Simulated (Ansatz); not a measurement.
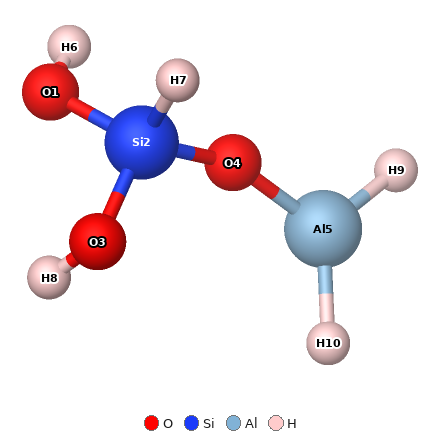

The system is AlH₅O₃Si, SMILES O[SiH](O)[O][AlH2]; the picture shows the reference structure. Coordinates scanned: (1) dihedral O1–Si2–O4–Al5; (2) dihedral O1–Si2–O3–H8. Nothing is relaxed (all other coordinates rigid). Grid: 9 × 9 points. Points are written as (first, second). All energies are given in cm⁻¹ relative to the relaxed molecule at the same level. Level of theory: Ansatz, RKS PBE-D4/def2-TZVP.

Its coordinates:

```xyz
10

O    -0.9251   -1.4073    1.4335
Si    0.3975   -0.7202    0.7078
O     0.9579   -1.8137   -0.3908
O    -0.0319    0.7212    0.0611
Al   -0.1520    1.9143   -1.1509
H    -1.5311   -0.7932    1.8751
H     1.5211   -0.4844    1.6479
H     0.2879   -2.3449   -0.8486
H    -0.7120    3.3285   -0.6944
H     0.2710    1.5483   -2.6380
```

Range: dihedral O1–Si2–O4–Al5 from −180 to 140°; dihedral O1–Si2–O3–H8 from −180 to 140°.

What will the energy surface look like?

Answer. The lowest grid point is at (−140°, 20°), 34 cm⁻¹ from the relaxed molecule at the same level. The bottom of the well lies between grid points, at about (−130°, 35°), about 31 cm⁻¹ lower on the interpolated surface. There are further wells near (20°, 20°) (259 cm⁻¹ above the lowest at that grid point); (−140°, −140°) (531 cm⁻¹ above the lowest at that grid point); (−20°, −140°) (694 cm⁻¹ above the lowest at that grid point). The highest grid point, (−60°, 140°), lies 1195 cm⁻¹ above the lowest. On the interpolated surface the easiest way out of the lowest well to the well at about (15°, 40°) passes a barrier of about 310 cm⁻¹, counted from the interpolated bottom of the well. Round the minimum the valley is somewhat tilted: raising dihedral O1–Si2–O4–Al5 shifts the best value of dihedral O1–Si2–O3–H8 upwards (coupling k₁₂/√(k₁₁k₂₂) about −0.2).

| dihedral O1–Si2–O3–H8 ↓, dihedral O1–Si2–O4–Al5 → | −180 | −140 | −100 | −60 | −20 | 20 | 60 | 100 | 140 |
| --- | --- | --- | --- | --- | --- | --- | --- | --- | --- |
| 140 | 971 | 830 | 1047 | 1228 | 1036 | 877 | 1067 | 1158 | 1117 |
| 100 | 676 | 537 | 640 | 925 | 829 | 637 | 738 | 763 | 733 |
| 60 | 190 | 109 | 143 | 391 | 413 | 299 | 398 | 360 | 255 |
| 20 | 85 | 34 | 101 | 291 | 328 | 293 | 455 | 409 | 222 |
| −20 | 409 | 344 | 449 | 633 | 662 | 659 | 862 | 835 | 612 |
| −60 | 670 | 579 | 675 | 862 | 900 | 908 | 1111 | 1096 | 888 |
| −100 | 664 | 575 | 651 | 805 | 834 | 851 | 1055 | 1045 | 861 |
| −140 | 625 | 565 | 667 | 768 | 728 | 733 | 967 | 987 | 821 |
| −180 | 800 | 728 | 914 | 1007 | 864 | 804 | 1055 | 1131 | 1010 |

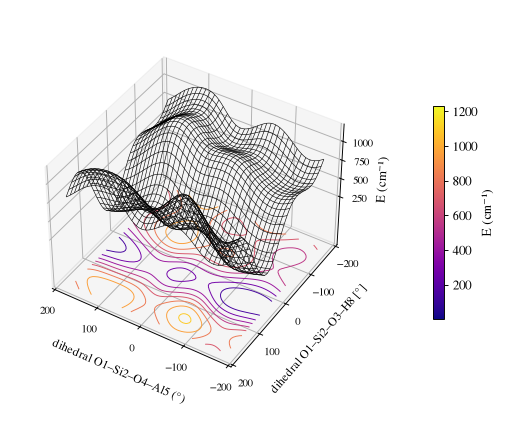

Drawn: a relief with its contours projected below. Between grid points the surface is interpolated.

Time for the 81 points that were run: 10 min on 1 thread of Intel(R) Xeon(R) Platinum 8488C (Sapphire Rapids), on a shared host.
